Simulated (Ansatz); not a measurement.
# CH4FGeN (SMILES [H]/N=[C](/F)[GeH3]): r2SCAN0/6-31G(d) (spherical functions)

What is the vertical ionisation energy of CH4FGeN at r2SCAN0/6-31G* (spherical functions)? 

The results are computed with Ansatz 0.2.0.

128 further runs of the same task are left out: 128 set aside as unsound or not needed. Runs told in other sessions of the task aren't counted.

### Step 1. The molecule

The species is CH4FGeN (8 atoms), meant as a singlet with charge 0. SMILES: `[H]/N=[C](/F)[GeH3]`. The shape is that of a PBE0-D4/def2-TZVP optimisation.

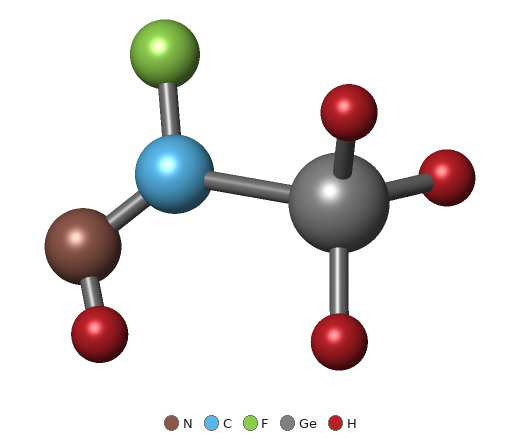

The structure, seen from a chosen angle (nitrogen brown, carbon blue, fluorine green, germanium grey, hydrogen red).

### Step 2. A single-point energy at r2SCAN0/6-31G(d) (spherical functions)

Contents of input.yaml:

```yaml
crystal:
  periodic: [false, false, false]
  atoms:
    - {symbol: "N", position_ang: [1.895900, 0.222300, -0.348500]}
    - {symbol: C, position_ang: [0.908100, 0.027300, 0.385600]}
    - {symbol: F, position_ang: [1.137400, -0.127100, 1.702400]}
    - {symbol: Ge, position_ang: [-1.019900, -0.103800, -0.035500]}
    - {symbol: H, position_ang: [1.617200, 0.325400, -1.319900]}
    - {symbol: H, position_ang: [-1.766200, 1.006900, 0.710300]}
    - {symbol: H, position_ang: [-1.149700, 0.071600, -1.553900]}
    - {symbol: H, position_ang: [-1.530700, -1.479600, 0.403700]}
basis:
  gaussian:
    orbitals: 6-31G_st_-spherical.json
hamiltonian:
  xc: {name: r2SCAN0}
accuracy: high
output: {orbitals: {seedname: orbitals}}
```

The basis set 6-31G* is read from a file made from the Basis Set Exchange's data (not shown).

The run is started by

```console
$ ansatz run input.yaml --threads 1 --pin off --max-ram 3480MiB --events-out events.jsonl --progress --plain --runs-dir runs
```

What it wrote:

```text
Warning: RAYON_NUM_THREADS=1 ignored (pool sized by the plan → 1); use --threads N
Functional definition: r2SCAN0
  name "r2SCAN0"
  parameter a = 0.25
  parameter k0 = 0.174
  parameter k1 = 0.065
  parameter a1 = 4.9479
  exchange = (1 - a)*r2scan_x(k0 = k0, k1 = k1, a1 = a1) + a*exact_x
  correlation = r2scan_c
1829 factors; integrals over basis functions are off by at most 1.6e-8 eV
mean field evaluation 1: about -61810.4007 eV, gradient 4.2e1 eV
mean field evaluation 2: about -61805.0243 eV, gradient 6.3e1 eV
mean field evaluation 4: about -61813.8508 eV, gradient 2.8e0 eV
mean field evaluation 8: about -61814.0691 eV, gradient 2.6e-1 eV
mean field evaluation 16: about -61814.0692 eV, gradient 5.0e-5 eV
mean field -61814.06921533 eV, -2271.6251445826 hartree, gradient 2.2e-9 eV, S^2 0.000000; 0 other end points of the search recorded, 0 dependent functions left out
reference -61814.06921603 eV, -2271.6251446081 hartree; 29, 29 occupied and 53, 53 virtual orbitals, 1829 factors
Total energy: -61814.06921603 eV, -2271.6251446081 hartree
```

Run time: 26 s. Hardware: 1 thread of Arm Neoverse N1, shared host; peak memory 0.34 GiB.

### Step 3. The doublet cation, same level

Contents of input.yaml:

```yaml
crystal:
  periodic: [false, false, false]
  atoms:
    - symbol: N
      position_ang: [1.895900, 0.222300, -0.348500]
    - symbol: C
      position_ang: [0.908100, 0.027300, 0.385600]
    - symbol: F
      position_ang: [1.137400, -0.127100, 1.702400]
    - symbol: Ge
      position_ang: [-1.019900, -0.103800, -0.035500]
    - symbol: H
      position_ang: [1.617200, 0.325400, -1.319900]
    - symbol: H
      position_ang: [-1.766200, 1.006900, 0.710300]
    - symbol: H
      position_ang: [-1.149700, 0.071600, -1.553900]
    - symbol: H
      position_ang: [-1.530700, -1.479600, 0.403700]
basis:
  gaussian:
    orbitals: 6-31G_st_-spherical.json
output: {orbitals: {seedname: orbitals}}
magnetization:
  spin_polarized: true
  initial_magnetization: 1
total_charge: 1
accuracy: high
hamiltonian:
  xc: {name: r2SCAN0}
```

The basis set 6-31G* is read from a file made from the Basis Set Exchange's data (not shown).

The run is started by

```console
$ ansatz run input.yaml --threads 1 --pin off --max-ram 3480MiB --events-out events.jsonl --progress --plain --runs-dir runs
```

What it wrote, shortened:

```text
Warning: RAYON_NUM_THREADS=1 ignored (pool sized by the plan → 1); use --threads N
[... 8 set-up lines as earlier in the session ...]
1829 factors; integrals over basis functions are off by at most 1.6e-8 eV
mean field evaluation 1: about -61790.8714 eV, gradient 4.8e1 eV
mean field evaluation 2: about -61726.2448 eV, gradient 1.0e2 eV
mean field evaluation 4: about -61800.3638 eV, gradient 2.5e1 eV
mean field evaluation 8: about -61803.5801 eV, gradient 3.6e-1 eV
mean field evaluation 16: about -61803.7830 eV, gradient 1.2e-2 eV
mean field evaluation 32: about -61803.7830 eV, gradient 3.4e-5 eV
mean field -61803.78295806 eV, -2271.2471316000 hartree, gradient 7.8e-8 eV, S^2 0.764292; 0 other end points of the search recorded, 0 dependent functions left out
reference -61803.78295961 eV, -2271.2471316569 hartree; 29, 28 occupied and 53, 54 virtual orbitals, 1829 factors
Total energy: -61803.78295961 eV, -2271.2471316569 hartree
```

Wall time 70 s (1 thread of Arm Neoverse N1, shared host); peak memory 0.56 GiB.

### Step 4. What came out

Level: r2SCAN0/6-31G* (spherical functions).

```
                                          quantity           value
                     singlet CH4FGeN: total energy  -2271.62514 Eh
                      singlet CH4FGeN: HOMO energy        -8.13 eV
                      singlet CH4FGeN: LUMO energy        -0.13 eV
                    singlet CH4FGeN: HOMO–LUMO gap         8.00 eV
                      doublet cation: total energy  -2271.24713 Eh
doublet cation: HOMO energy (highest over α and β)       -15.60 eV
 doublet cation: LUMO energy (lowest over α and β)       -12.26 eV
                              doublet cation: ⟨S²⟩           0.764
vertical ionisation energy (to the doublet cation)       10.286 eV
```

What this shows: The vertical ionisation energy comes to 10.29 eV (992 kJ/mol). −ε(HOMO) before ionisation, 8.13 eV, is 2.16 eV below this ionisation energy.
